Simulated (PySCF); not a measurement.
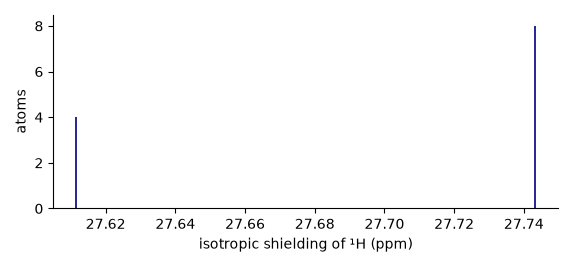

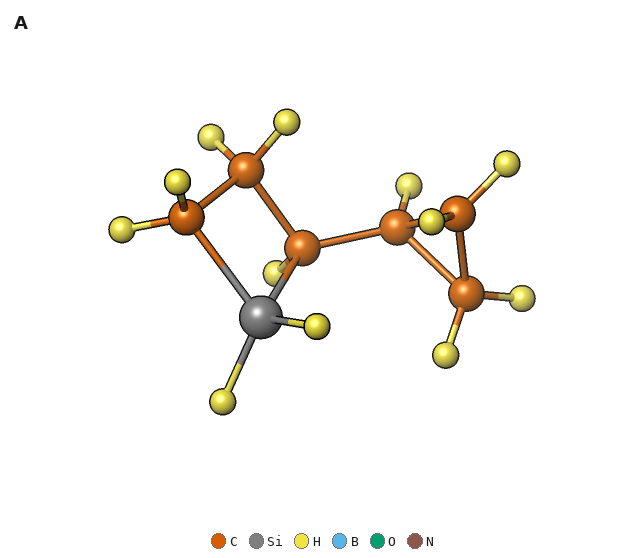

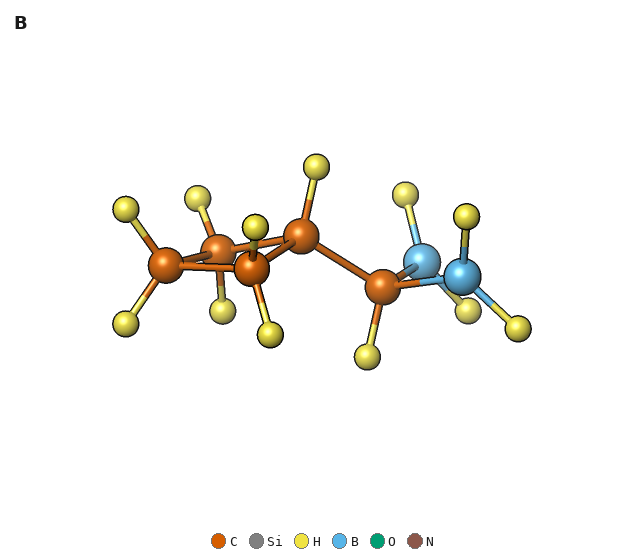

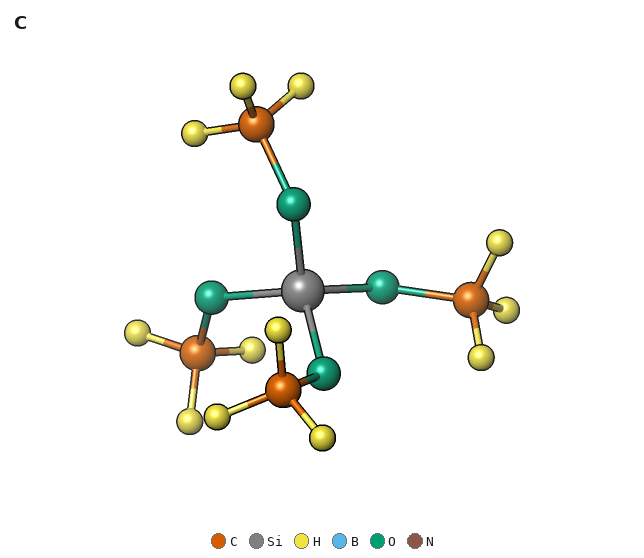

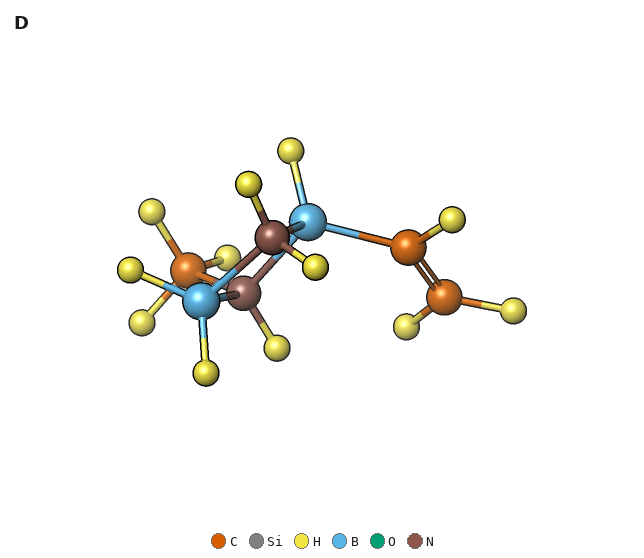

The sticks are computed shieldings of one of the molecules, for one fixed geometry (PBE0-D3(BJ)/def2-SVP) without averaging over rotations. Low shielding means a high chemical shift. Method: GIAO PBE0/pcSseg-1 NMR shielding, non-relativistic, gas phase (PySCF 2.14.0).

### Match the spectrum to a structure.

C, `CO[Si](OC)(OC)OC`. Its 12 H atoms give lines at 27.61 (4 atoms), 27.74 (8 atoms) ppm.

The geometry is semi-empirical. Around B, Si such bond lengths and angles can be off by a tenth of an ångström or more and by several degrees, and values that hang on the shape move with them.
